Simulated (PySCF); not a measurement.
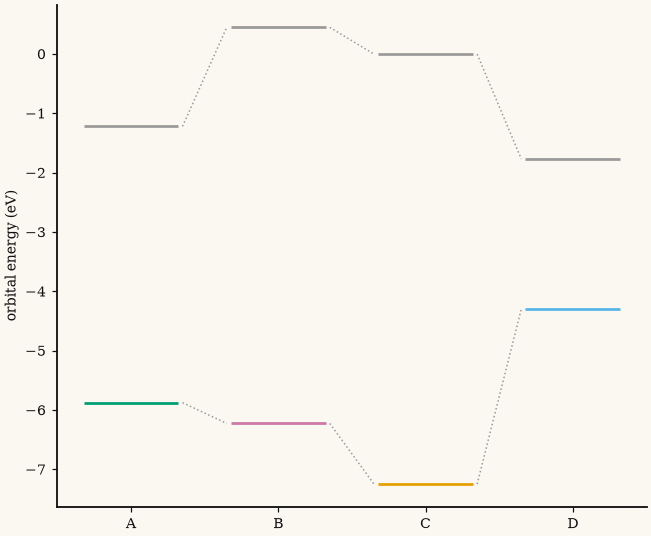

Frontier orbital energies of Cu₂, singlet at one geometry, PySCF 2.14.0, at a PBE0-D3(BJ)/def2-SVP geometry (no frequency check). Empty levels are grey, levels within 0.1 eV stand side by side; all columns show the same few orbitals around the gap. Dotted lines join the HOMOs and the LUMOs.

> The columns come from BHandHLYP/def2-SVPD, HF/def2-SVPD, LC-wPBE/def2-SVPD and PBE0/6-31G(d). Which is which?

A: BHandHLYP/def2-SVPD (HOMO −5.88, LUMO −1.22, separation 4.66 eV)
B: HF/def2-SVPD (HOMO −6.23, LUMO 0.45, separation 6.67 eV)
C: LC-wPBE/def2-SVPD (HOMO −7.25, LUMO 0.00, separation 7.25 eV)
D: PBE0/6-31G(d) (HOMO −4.30, LUMO −1.77, separation 2.53 eV)

Limits of at least one run: empty levels above zero depend strongly on the basis.
